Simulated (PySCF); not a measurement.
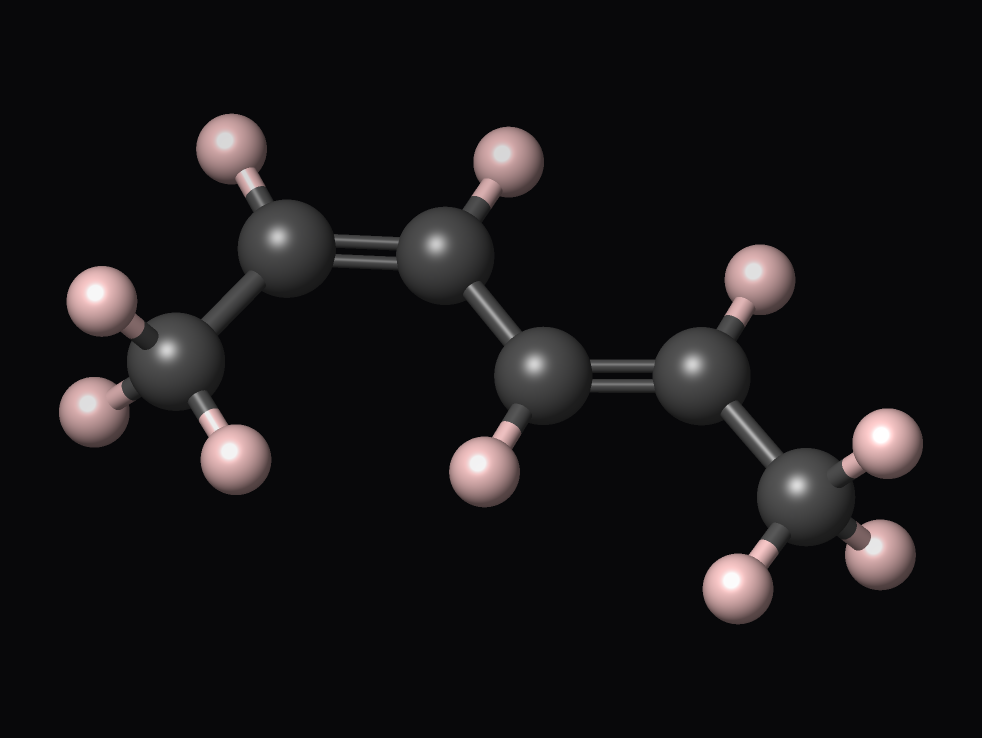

Ball-and-stick drawing of a structure. Multiple sticks mark multiple bonds (one Kekulé form). Colours: carbon dark grey, hydrogen pink.

Description:

The molecule is C₆H₁₀. SMILES: `C/C=C\C=C\C`. It has no ring. Among its groups: alkene. This geometry has Cs symmetry. Coordination: 2 C tetrahedral; 4 C trigonal planar.

The parts below concern this one geometry. Atoms keep their numbers from picture to picture. The computed structure is the end point of a PBE0-D3(BJ)/def2-SVP optimisation. No frequency run is at hand to confirm it as a minimum.

### Shape

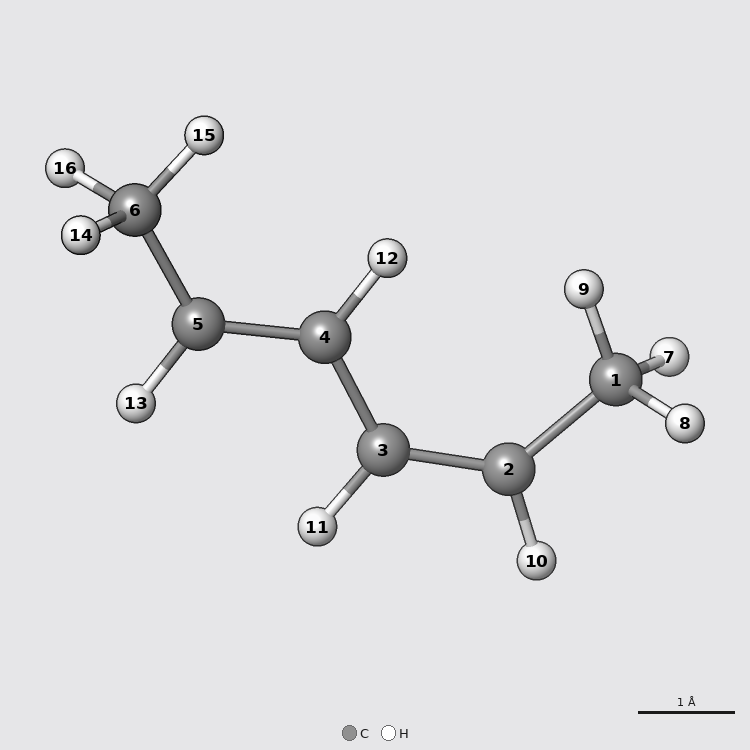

The atoms are numbered. No frequency run is at hand to confirm it as a minimum.

List the bonds and their lengths.

```csv
bond,length (Å),order
C1–C2,1.492,single
C1–H7,1.103,single
C1–H8,1.103,single
C1–H9,1.098,single
C2–C3,1.346,double
C2–H10,1.096,single
C3–C4,1.452,single
C3–H11,1.096,single
C4–C5,1.344,double
C4–H12,1.096,single
C5–C6,1.490,single
C5–H13,1.098,single
C6–H14,1.104,single
C6–H15,1.100,single
C6–H16,1.104,single
```

### Levels of theory compared

No frequency run is at hand to confirm it as a minimum. Program: PySCF 2.14.0.

Tabulate HOMO–LUMO gap (eV) at these levels: B3LYP/pcJ-1; CAM-B3LYP/def2-SVPD; PBE0/pcSseg-1; WP04/pcSseg-2.

```
              level  HOMO–LUMO gap (eV)
        B3LYP/pcJ-1                5.31
CAM-B3LYP/def2-SVPD                7.97
      PBE0/pcSseg-1                5.70
      WP04/pcSseg-2                4.73
```

### NMR shielding

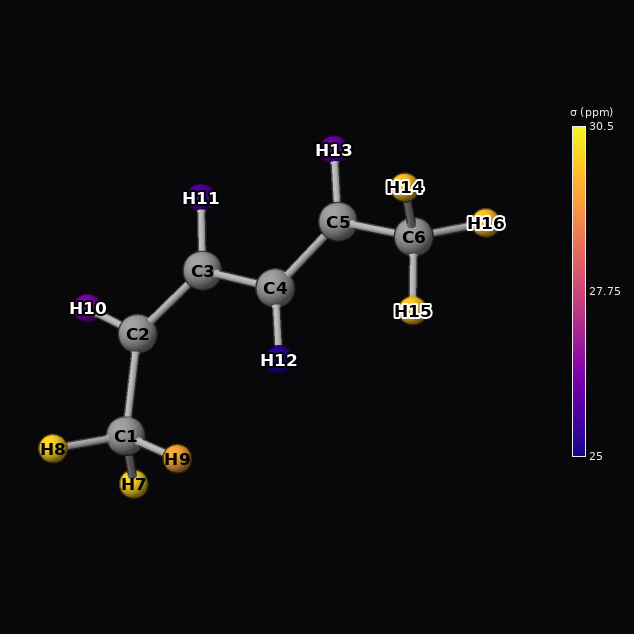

Atoms are coloured by their isotropic NMR shieldings (H only, the others grey). No frequency run is at hand to confirm it as a minimum. Method: GIAO WP04/pcSseg-2 NMR shielding, non-relativistic, gas phase (PySCF 2.14.0).

Give the isotropic NMR shieldings of the H atoms atom by atom.

```
atom  σ (ppm)
  H7    30.01
  H8    30.01
  H9    29.40
 H10    26.38
 H11    25.70
 H12    25.25
 H13    26.08
 H14    29.75
 H15    29.87
 H16    29.75
```

### Charges

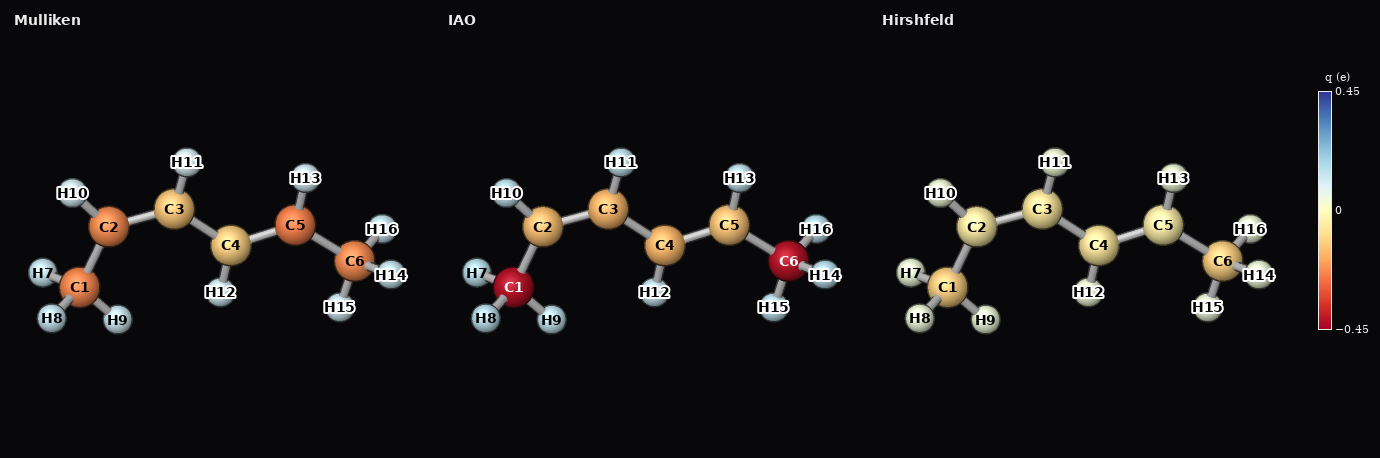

Atomic charges of one calculation by 3 schemes, on one colour scale. No frequency run is at hand to confirm it as a minimum. Method: PBE0/pcSseg-1 (PySCF 2.14.0).

> Which scheme gives the most polar picture (largest mean size of the charges)?

The IAO charges are the largest in size here, and the Hirshfeld charges the smallest.

> On which atom do the schemes disagree most?

On C1 (from −0.42 to −0.11 e); C6 (from −0.41 to −0.11 e).

List the charges (e), one line for each set of equivalent atoms.

```csv
atom,Mulliken,IAO,Hirshfeld
C1,−0.23,−0.42,−0.11
C2,−0.22,−0.14,−0.04
C3,−0.13,−0.16,−0.06
C4,−0.11,−0.16,−0.06
C5,−0.24,−0.13,−0.04
C6,−0.22,−0.41,−0.11
"H7, H8",0.13,0.15,0.05
H9,0.12,0.14,0.04
H10,0.10,0.14,0.04
H11,0.09,0.14,0.04
H12,0.11,0.13,0.04
H13,0.10,0.13,0.04
"H14, H16",0.13,0.15,0.05
H15,0.11,0.14,0.04
```

### Excitation

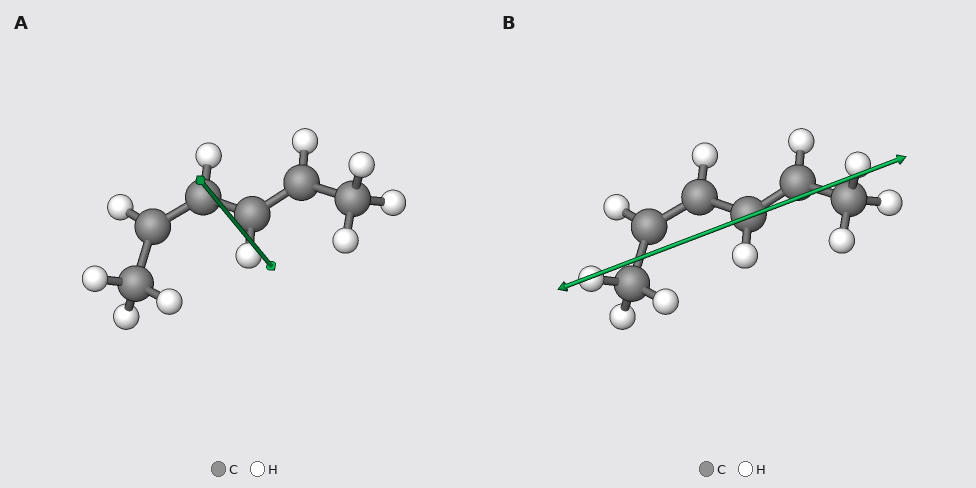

The double arrows show the directions of two transition dipoles from the ground state (lengths mean nothing). No frequency run is at hand to confirm it as a minimum. Method: TDDFT CAM-B3LYP/def2-SVPD, vertical, gas phase, core orbitals frozen in the response (PySCF 2.14.0).

> One belongs to singlet state 1 and one to singlet state 7. Which is which?

A: state 7, 7.47 eV (166 nm), oscillator strength 0.019, mainly HOMO → LUMO+4 (weight 0.85).
B: state 1, 5.63 eV (220 nm), oscillator strength 0.86, mainly HOMO → LUMO (weight 0.98).

Mulliken values depend strongly on the basis set and can even reverse the polarity of a bond.
